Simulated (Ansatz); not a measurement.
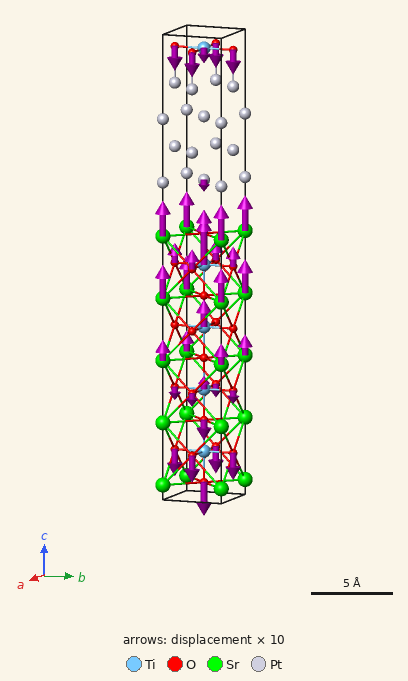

This is a relaxation of an interface cell of composition Sr5Ti5Pt8O15. The starting structure is drawn; purple arrows show the displacements (the part carried along by the change of the cell is left out), 10 times their true length.

A ball-and-stick model of the cell of the calculation (origin shifted), seen slightly off an axis.

Case: film shifted by (0, 0) in the plane.

Level of theory: DFT PBE, scalar-relativistic, plane waves, PAW in Ansatz 0.2.0.

Input
```yaml
crystal:
  lattice:
    - [3.9364226088, 0.0, 0.0]
    - [0.0, 3.9364226088, 0.0]
    - [0.0, 0.0, 29.4371737062]
  atoms:
    - { symbol: Ti, position: [0.5, 0.5, 0.0169853263] }
    - { symbol: O, position: [0.0, 0.5, 0.0169853263] }
    - { symbol: O, position: [0.5, 0.0, 0.0169853263] }
    - { symbol: Sr, position: [0.0, 0.0, 0.0838467486] }
    - { symbol: O, position: [0.5, 0.5, 0.0838467486] }
    - { symbol: Ti, position: [0.5, 0.5, 0.150708171] }
    - { symbol: O, position: [0.0, 0.5, 0.150708171] }
    - { symbol: O, position: [0.5, 0.0, 0.150708171] }
    - { symbol: Sr, position: [0.0, 0.0, 0.2175695934] }
    - { symbol: O, position: [0.5, 0.5, 0.2175695934] }
    - { symbol: Ti, position: [0.5, 0.5, 0.2844310157] }
    - { symbol: O, position: [0.0, 0.5, 0.2844310157] }
    - { symbol: O, position: [0.5, 0.0, 0.2844310157] }
    - { symbol: Sr, position: [0.0, 0.0, 0.3512924381] }
    - { symbol: O, position: [0.5, 0.5, 0.3512924381] }
    - { symbol: Ti, position: [0.5, 0.5, 0.4181538605] }
    - { symbol: O, position: [0.0, 0.5, 0.4181538605] }
    - { symbol: O, position: [0.5, 0.0, 0.4181538605] }
    - { symbol: Sr, position: [0.0, 0.0, 0.4850152828] }
    - { symbol: O, position: [0.5, 0.5, 0.4850152828] }
    - { symbol: Ti, position: [0.5, 0.5, 0.5518767052] }
    - { symbol: O, position: [0.0, 0.5, 0.5518767052] }
    - { symbol: O, position: [0.5, 0.0, 0.5518767052] }
    - { symbol: Sr, position: [0.0, 0.0, 0.6187381276] }
    - { symbol: O, position: [0.5, 0.5, 0.6187381276] }
    - { symbol: Pt, position: [0.5, 0.5, 0.7338986397] }
    - { symbol: Pt, position: [1.0, 1.0, 0.7338986397] }
    - { symbol: Pt, position: [5.69179e-05, 0.5, 0.8021034661] }
    - { symbol: Pt, position: [0.5000569179, 1.0, 0.8021034661] }
    - { symbol: Pt, position: [-0.4998861642, 0.5, 0.8703082925] }
    - { symbol: Pt, position: [0.0001138358, 1.0, 0.8703082925] }
    - { symbol: Pt, position: [-0.9998292463, 0.5, 0.9385131189] }
    - { symbol: Pt, position: [-0.4998292463, 1.0, 0.9385131189] }
basis:
  ecutwfc: 420
kpoints:
  mp_grid: { grid: [9, 9, 1] }
hamiltonian:
  xc: pbe
scf:
  occupations: { method: gaussian, width: 0.1 }
output:
  forces: true
  stress: true
  eigenvalues: true
  populations: true
  write_density: true
  write_potential: true
  elf: true
  volumetric_format: npy
relax:
  adjacent_minimum: "off"
  f_tol: 0.02
  max_steps: 70
  cell: { fix: [a, b, gamma, alpha, beta], stress_tol: 0.15 }
```

Launched with:
```bash
ansatz run input.yaml --threads 8 --pin off --max-ram 20480MiB --backend cpu --events-out ev --progress --plain --runs-dir out
```

> What did the optimiser do to the structure, and how much energy did it gain?

After 14 accepted moves (15 points after the start) the energy has fallen by 0.746 eV per cell of the calculation. Largest force component: 1.7 eV/Å at the start, 0.0087 eV/Å at the end. The pressure goes from −2.30 to −1.31 GPa. At 1 point the geometry stayed and the basis and grid were re-selected for the new cell (energy shift of 6.2 meV per cell of the calculation at most each time). Ti21 moves most relative to the cell: 0.30 Å along +c. By element the largest moves are Ti 0.30 Å, Sr 0.22 Å, O 0.21 Å, Pt 0.08 Å. The drawn cell changes as follows: a = b unchanged at 3.936 Å, c 29.437 → 29.262 Å (−0.6 %); the volume changes by −0.6 %. Among the contacts that change: Sr24–Pt27 3.390 → 3.151 Å, O20–Ti21 1.968 → 2.207 Å, O10–Ti11 1.968 → 2.168 Å, O5–Ti6 1.968 → 2.165 Å. Bond angles that change, for instance: Ti21–O22–Ti21 180.0° → 170.0°, O17–Ti16–O17 180.0° → 170.3°, Sr4–O5–Sr4 180.0° → 173.1°.
